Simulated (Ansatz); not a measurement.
**Geometry relaxation, with input and output: HfH₂ClOF₃ (part 1 of 2)**

HfH₂ClOF₃, computed with RKS r2SCANh-D4/def2-SVP (Ansatz 0.2.0).

It belongs to a series of runs on one base structure; here: end point B relaxed. Figures and captions count atoms from 1; the log counts them from 0 in places.

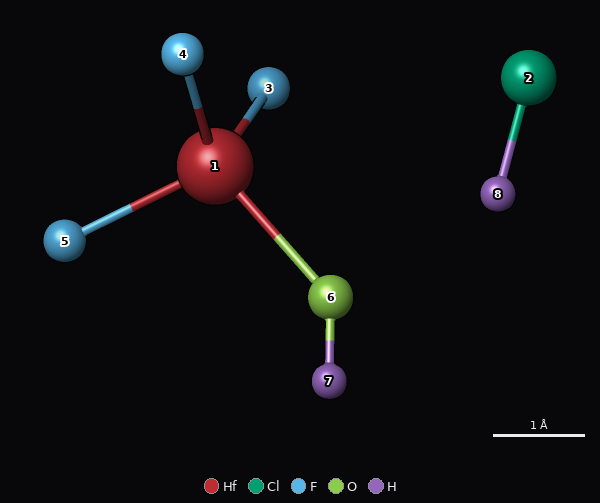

**Figure 1.** The input geometry (ball-and-stick view, seen at a tilt; atoms are numbered from 1 in the order of the input). Sticks mark near contacts. Bond lengths as drawn: Cl–H 1.33 Å, F–Hf 1.90 to 1.91 Å, Hf–O 2.02 Å and H–O 0.96 Å.

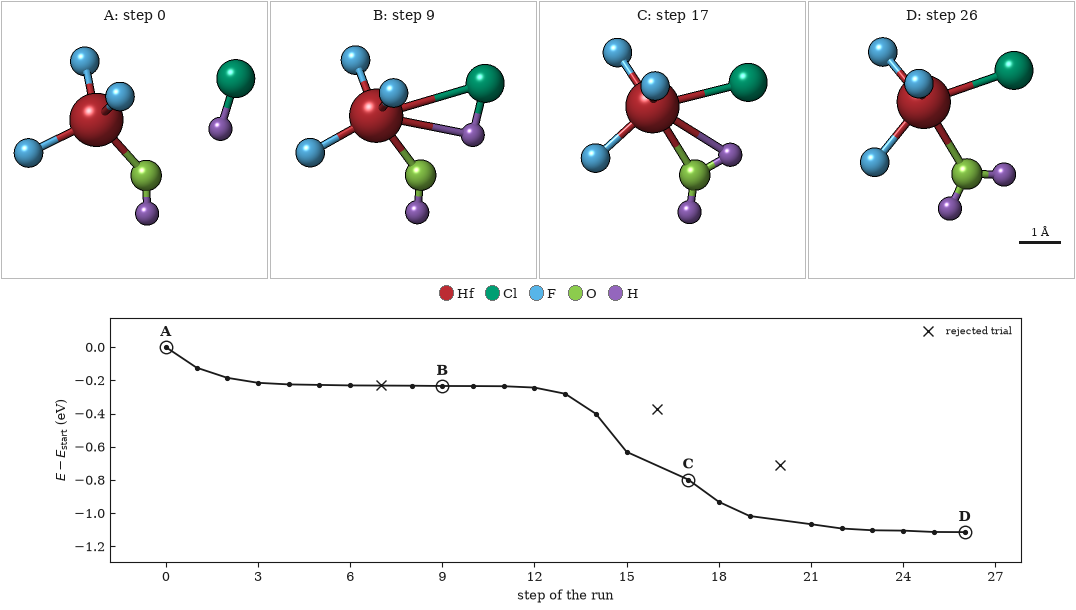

**Figure 2.** Frames of the relaxation (ball-and-stick view, seen at a tilt) above the curves, on which the letters mark them (the first geometry is step 0 here and step 1 in the log).

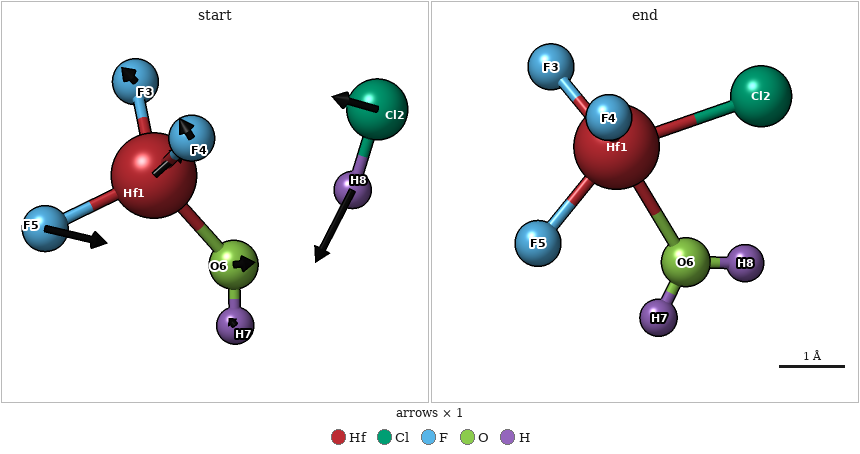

**Figure 3.** Before (left) and after (right) the relaxation, at one scale (ball-and-stick view, seen at a tilt). The black arrows give the displacements, at true length. Over 26 geometry steps the energy falls by 1.114 eV. The largest force component goes from 1.1 to 0.028 eV/Å. The line search rejected the trial steps at points 7, 16, 20 (counted from 0) and went back. H8 moves most after the best rigid fit: 1.28 Å. Largest moves by element: H 1.28 Å, F 1.06 Å, Cl 0.81 Å, Hf 0.68 Å, O 0.36 Å. Among the contacts that change: Cl2–H8 1.333 → 2.692 Å, Hf1–Cl2 3.714 → 2.427 Å, O6–H8 2.205 → 0.966 Å, Hf1–O6 2.020 → 2.267 Å. New bonds form: Hf1–Cl2 (3.71 → 2.43 Å), O6–H8 (2.20 → 0.97 Å). Bonds break: Cl2–H8 (1.33 → 2.69 Å). Among the angles that change: F5–Hf1–O6 107.8° → 71.3°, Hf1–O6–H7 139.3° → 122.5°, F4–Hf1–O6 111.9° → 126.1°. (Atoms are counted from 1 in the order of the input.)

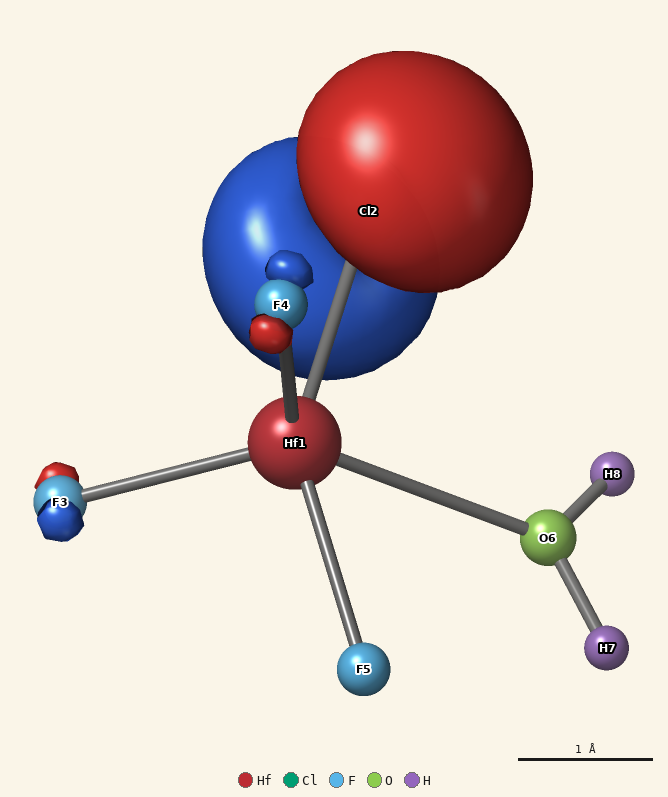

**Figure 4.** The HOMO at ±0.2 Å⁻³ᐟ² (red and blue are the two phases), seen at a tilt. Its energy is −8.40 eV.

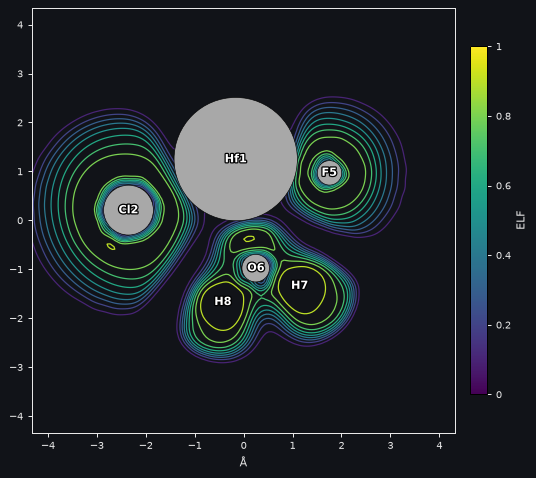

**Figure 5.** ELF on the plane of atoms Cl2, Hf1 and F5. Grey discs, where drawn, cover atomic cores. Atoms in the plane: Hf, Cl, F, O and H. Hf–O (2.27 Å): the ELF peaks at about 0.90 in the valence shell of O, 0.6 Å from its nucleus, and drops to about 0.10 between the two atoms. Hf–Cl (2.43 Å): the ELF peaks at about 0.90 in the valence shell of Cl, 0.8 Å from its nucleus, and is about 0.30 at the midpoint. O–H (0.97 Å): the ELF climbs to about 1 towards the hydrogen, as it does in any bond to H; a covalent bond by its length.

These pictures come from the run below.

## The input
```yaml
crystal:
  periodic: [false, false, false]
  atoms:
    - { symbol: Hf, position_ang: [-0.443119, -0.13767, -0.49324] }
    - { symbol: Cl, position_ang: [-0.226763, 1.005795, 3.033511] }
    - { symbol: F, position_ang: [1.245381, -0.837616, 0.053289] }
    - { symbol: F, position_ang: [-0.388084, 1.748792, -0.766108] }
    - { symbol: F, position_ang: [-0.829948, -0.897349, -2.192505] }
    - { symbol: O, position_ang: [-1.923807, -0.672852, 0.772889] }
    - { symbol: H, position_ang: [-2.791283, -1.082605, 0.745473] }
    - { symbol: H, position_ang: [-1.256377, 0.243806, 2.66399] }
basis:
  gaussian: { orbitals: def2-SVP }
hamiltonian:
  xc: r2scanh
  dispersion: d4
relax:
  f_tol: 0.03
  max_steps: 50
output:
  orbitals: {}
```

Run as:
```bash
ansatz run input.yaml --threads 4 --pin off --max-ram 5120MiB --backend cpu --events-out ev --progress --plain --runs-dir out
```

## Log
```
The last accepted step is kept in [file] (removed where the run ends without a failure and the disk answers)
Engine: ansatz 0.2.0, x86_64-unknown-linux-gnu
Functional definition: r2SCANh
  parameter a = 0.1
  parameter k0 = 0.174
  parameter k1 = 0.065
  parameter a1 = 4.9479
  exchange = (1 - a)*r2scan_x(k0 = k0, k1 = k1, a1 = a1) + a*exact_x
  correlation = r2scan_c
1177 factors; integrals over basis functions are off by at most 3.8e-4 eV
mean field evaluation 1: about -24040.8662 eV, gradient 7.8e1 eV
mean field evaluation 2: about -23985.5647 eV, gradient 1.9e2 eV
mean field evaluation 4: about -24050.8089 eV, gradient 9.1e0 eV
mean field evaluation 8: about -24050.9829 eV, gradient 3.9e-1 eV
mean field evaluation 16: about -24050.9832 eV, gradient 8.7e-5 eV
mean field -24050.98320798 eV, -883.8573305514 hartree, gradient 8.7e-5 eV, S^2 0.000000; 0 other end points of the search recorded, 0 dependent functions left out
the calculation of the forces begins
reference -24050.98323328 eV, -883.8573314811 hartree; 33, 33 occupied and 83, 83 virtual orbitals, 1177 factors
relax step   1: F+E_penalty+E_count = -24051.02478561 eV  Δ(F+E_penalty+E_count) = +0.000e0 eV  max|allowed force component| = 1.131e0 eV/Å  Δτ_max = 0.0000 Å  (27 SCF iters, accepted)
these checks for a lower state are left out or cut short: starts, cluster_reference, orbital_swaps, neighbouring_geometries, increment
1177 factors; integrals over basis functions are off by at most 4.8e-4 eV
mean field -24051.10578565 eV, -883.8618351978 hartree, gradient 1.6e-5 eV, S^2 0.000000; 0 other end points of the search recorded, 0 dependent functions left out
[... from here on the field's lines of each further geometry are left out, up to the last ...]
relax step   2: F+E_penalty+E_count = -24051.14847144 eV  Δ(F+E_penalty+E_count) = -1.237e-1 eV  max|allowed force component| = 4.250e-1 eV/Å  Δτ_max = 0.1974 Å  (35 SCF iters, accepted)
relax step   3: F+E_penalty+E_count = -24051.20973674 eV  Δ(F+E_penalty+E_count) = -6.127e-2 eV  max|allowed force component| = 3.480e-1 eV/Å  Δτ_max = 0.1949 Å  (28 SCF iters, accepted)
relax step   4: F+E_penalty+E_count = -24051.23977470 eV  Δ(F+E_penalty+E_count) = -3.004e-2 eV  max|allowed force component| = 2.127e-1 eV/Å  Δτ_max = 0.1956 Å  (33 SCF iters, accepted)
relax step   5: F+E_penalty+E_count = -24051.24942734 eV  Δ(F+E_penalty+E_count) = -9.653e-3 eV  max|allowed force component| = 1.059e-1 eV/Å  Δτ_max = 0.0885 Å  (30 SCF iters, accepted)
relax step   6: F+E_penalty+E_count = -24051.25246460 eV  Δ(F+E_penalty+E_count) = -3.037e-3 eV  max|allowed force component| = 8.140e-2 eV/Å  Δτ_max = 0.0507 Å  (29 SCF iters, accepted)
relax step   7: F+E_penalty+E_count = -24051.25551391 eV  Δ(F+E_penalty+E_count) = -3.049e-3 eV  max|allowed force component| = 1.100e-1 eV/Å  Δτ_max = 0.0467 Å  (30 SCF iters, accepted)
relax step   8: F+E_penalty+E_count = -24051.25536709 eV  Δ(F+E_penalty+E_count) = +1.468e-4 eV  max|allowed force component| = 4.564e-1 eV/Å  Δτ_max = 0.0670 Å  (30 SCF iters, rejected (line search))
relax step   9: F+E_penalty+E_count = -24051.25719017 eV  Δ(F+E_penalty+E_count) = -1.676e-3 eV  max|allowed force component| = 1.296e-1 eV/Å  Δτ_max = 0.0332 Å  (30 SCF iters, accepted)
relax step  10: F+E_penalty+E_count = -24051.25888880 eV  Δ(F+E_penalty+E_count) = -1.699e-3 eV  max|allowed force component| = 4.178e-2 eV/Å  Δτ_max = 0.0586 Å  (30 SCF iters, accepted)
relax step  11: F+E_penalty+E_count = -24051.25936595 eV  Δ(F+E_penalty+E_count) = -4.771e-4 eV  max|allowed force component| = 1.972e-2 eV/Å  Δτ_max = 0.0124 Å  (30 SCF iters, accepted)
relax step  12: F+E_penalty+E_count = -24051.26032511 eV  Δ(F+E_penalty+E_count) = -9.592e-4 eV  max|allowed force component| = 3.409e-2 eV/Å  Δτ_max = 0.0417 Å  (29 SCF iters, accepted)
relax step  13: F+E_penalty+E_count = -24051.26843306 eV  Δ(F+E_penalty+E_count) = -8.108e-3 eV  max|allowed force component| = 2.686e-1 eV/Å  Δτ_max = 0.1102 Å  (30 SCF iters, accepted)
relax step  14: F+E_penalty+E_count = -24051.30576135 eV  Δ(F+E_penalty+E_count) = -3.733e-2 eV  max|allowed force component| = 5.413e-1 eV/Å  Δτ_max = 0.0975 Å  (30 SCF iters, accepted)
relax step  15: F+E_penalty+E_count = -24051.42669997 eV  Δ(F+E_penalty+E_count) = -1.209e-1 eV  max|allowed force component| = 9.736e-1 eV/Å  Δτ_max = 0.1157 Å  (35 SCF iters, accepted)
relax step  16: F+E_penalty+E_count = -24051.65554360 eV  Δ(F+E_penalty+E_count) = -2.288e-1 eV  max|allowed force component| = 2.063e0 eV/Å  Δτ_max = 0.1611 Å  (35 SCF iters, accepted)
relax step  17: F+E_penalty+E_count = -24051.39452501 eV  Δ(F+E_penalty+E_count) = +2.610e-1 eV  max|allowed force component| = 8.173e0 eV/Å  Δτ_max = 0.1951 Å  (34 SCF iters, rejected (line search))
relax step  18: F+E_penalty+E_count = -24051.82202932 eV  Δ(F+E_penalty+E_count) = -1.665e-1 eV  max|allowed force component| = 1.401e0 eV/Å  Δτ_max = 0.0975 Å  (35 SCF iters, accepted)
relax step  19: F+E_penalty+E_count = -24051.95645785 eV  Δ(F+E_penalty+E_count) = -1.344e-1 eV  max|allowed force component| = 6.393e-1 eV/Å  Δτ_max = 0.0974 Å  (29 SCF iters, accepted)
relax step  20: F+E_penalty+E_count = -24052.04159217 eV  Δ(F+E_penalty+E_count) = -8.513e-2 eV  max|allowed force component| = 5.535e-1 eV/Å  Δτ_max = 0.1500 Å  (30 SCF iters, accepted)
relax step  21: F+E_penalty+E_count = -24051.73455714 eV  Δ(F+E_penalty+E_count) = +3.070e-1 eV  max|allowed force component| = 3.462e0 eV/Å  Δτ_max = 0.1948 Å  (34 SCF iters, rejected (line search))
relax step  22: F+E_penalty+E_count = -24052.09105432 eV  Δ(F+E_penalty+E_count) = -4.946e-2 eV  max|allowed force component| = 2.419e-1 eV/Å  Δτ_max = 0.0950 Å  (29 SCF iters, accepted)
relax step  23: F+E_penalty+E_count = -24052.11697292 eV  Δ(F+E_penalty+E_count) = -2.592e-2 eV  max|allowed force component| = 3.217e-1 eV/Å  Δτ_max = 0.0962 Å  (29 SCF iters, accepted)
relax step  24: F+E_penalty+E_count = -24052.12771317 eV  Δ(F+E_penalty+E_count) = -1.074e-2 eV  max|allowed force component| = 8.491e-2 eV/Å  Δτ_max = 0.0561 Å  (29 SCF iters, accepted)
relax step  25: F+E_penalty+E_count = -24052.12974886 eV  Δ(F+E_penalty+E_count) = -2.036e-3 eV  max|allowed force component| = 5.893e-1 eV/Å  Δτ_max = 0.1499 Å  (29 SCF iters, accepted)
relax step  26: F+E_penalty+E_count = -24052.13788649 eV  Δ(F+E_penalty+E_count) = -8.138e-3 eV  max|allowed force component| = 1.736e-1 eV/Å  Δτ_max = 0.0721 Å  (29 SCF iters, accepted)
the calculation of the forces begins
reference -24052.09542118 eV, -883.8982036327 hartree; 33, 33 occupied and 83, 83 virtual orbitals, 1180 factors
relax step  27: F+E_penalty+E_count = -24052.13875074 eV  Δ(F+E_penalty+E_count) = -8.643e-4 eV  max|allowed force component| = 2.795e-2 eV/Å  Δτ_max = 0.0182 Å  (30 SCF iters, accepted)
1180 factors; integrals over basis functions are off by at most 1.1e-3 eV
mean field evaluation 224: about -24052.0954 eV, gradient 4.9e-5 eV
mean field -24052.09539540 eV, -883.8982026851 hartree, gradient 9.0e-6 eV, S^2 0.000000; 1 other end points of the search recorded, 0 dependent functions left out
the calculation of the forces begins
reference -24052.09542118 eV, -883.8982036327 hartree; 33, 33 occupied and 83, 83 virtual orbitals, 1180 factors
Total energy: -24052.13877653 eV, -883.8997969121 hartree
Atom 0 at    -0.138071     0.208547     0.033858 Å, force     0.019347    -0.007182     0.027951 eV/Å
Atom 1 at     0.048759     1.002333     2.319511 Å, force    -0.000998     0.000285    -0.001580 eV/Å
Atom 2 at     1.508055    -0.725548    -0.140482 Å, force    -0.013548     0.005131     0.000611 eV/Å
Atom 3 at    -0.022268     1.860519    -0.897999 Å, force    -0.003827     0.000314    -0.006822 eV/Å
Atom 4 at    -1.201163    -0.788743    -1.242292 Å, force    -0.011832    -0.000073    -0.006807 eV/Å
Atom 5 at    -1.971657    -0.603456     1.090664 Å, force     0.005005     0.003069    -0.011509 eV/Å
Atom 6 at    -2.644740    -1.125377     0.634202 Å, force     0.001017    -0.005616    -0.004864 eV/Å
Atom 7 at    -2.192915    -0.457974     2.019837 Å, force     0.004835     0.004072     0.003020 eV/Å
Dipole moment:    -1.029612    -0.500718     0.402430 e Å
```

## Trajectory as extended XYZ (Å, eV, eV/Å), 26 of the 27 frames kept, from step=1 to step=27
```
8
Properties=species:S:1:pos:R:3:forces:R:3 step=1 energy=-24051.02479
Hf   -0.4431   -0.1377   -0.4932   -1.0765  -0.3361   1.1240
Cl   -0.2268    1.0058    3.0335   -0.8663  -0.6879  -0.4840
F     1.2454   -0.8376    0.0533   -0.0051  -0.0003  -0.0074
F    -0.3881    1.7488   -0.7661    0.0063   0.0081   0.0032
F    -0.8299   -0.8973   -2.1925   -0.0011  -0.0068  -0.0058
O    -1.9238   -0.6729    0.7729    1.1310   0.4602  -0.8069
H    -2.7913   -1.0826    0.7455    0.0017  -0.0087   0.0014
H    -1.2564    0.2438    2.6640    0.8102   0.5716   0.1754
8
Properties=species:S:1:pos:R:3:forces:R:3 step=2 energy=-24051.14847
Hf   -0.4596   -0.1249   -0.4186    0.4250   0.2417  -0.0077
Cl   -0.2386    0.9463    2.8457   -0.3147  -0.2574  -0.2094
F     1.2354   -0.8312    0.0987    0.0681  -0.0794   0.0390
F    -0.3946    1.7576   -0.7180   -0.0407   0.1079  -0.0031
F    -0.8415   -0.8839   -2.1220   -0.0749  -0.0501  -0.0049
O    -1.8856   -0.6377    0.8005   -0.4164  -0.1848   0.1160
H    -2.7481   -1.0594    0.7690   -0.0016  -0.0075   0.0694
H    -1.2812    0.2034    2.5621    0.3551   0.2297   0.0007
8
Properties=species:S:1:pos:R:3:forces:R:3 step=3 energy=-24051.20974
Hf   -0.4514   -0.0991   -0.3475    0.2975   0.2092   0.0959
Cl   -0.1936    0.9208    2.6578   -0.1106  -0.0954  -0.1095
F     1.2376   -0.8297    0.1667    0.0387  -0.0810  -0.0385
F    -0.4028    1.7864   -0.6516   -0.0319   0.0446  -0.0544
F    -0.8438   -0.8625   -2.0493   -0.0129  -0.0002   0.0294
O    -1.9210   -0.6519    0.8143   -0.3480  -0.1602   0.0829
H    -2.7758   -1.0874    0.7594    0.0319  -0.0001   0.0295
H    -1.2632    0.1937    2.4676    0.1352   0.0831  -0.0353
```
